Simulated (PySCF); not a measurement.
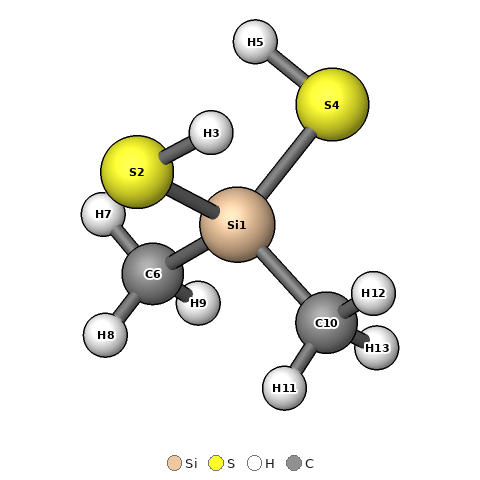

Structure of C₂H₈S₂Si, SMILES C[Si](C)(S)S.

Kohn-Sham orbital energies near the frontier, PBE0/def2-SVPD in PySCF, at a PBE0-D3(BJ)/def2-SVP geometry (no frequency check), isolated molecule; empty levels in grey, levels within 0.03 eV side by side.

Where do the frontier orbitals lie?

Answer. HOMO at −7.16 eV, LUMO at −0.05 eV, 7.11 eV apart.

On which atoms do HOMO and LUMO mostly sit?

Answer. HOMO: S2 42 %, S4 42 %, Si1 5 %. LUMO: S4 23 %, S2 23 %, H3 10 % (Löwdin shares).

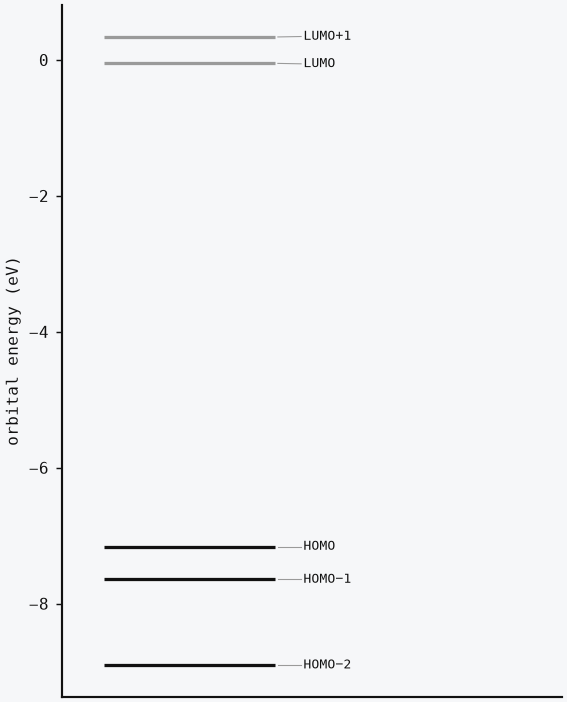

Note: empty levels above zero depend strongly on the basis.
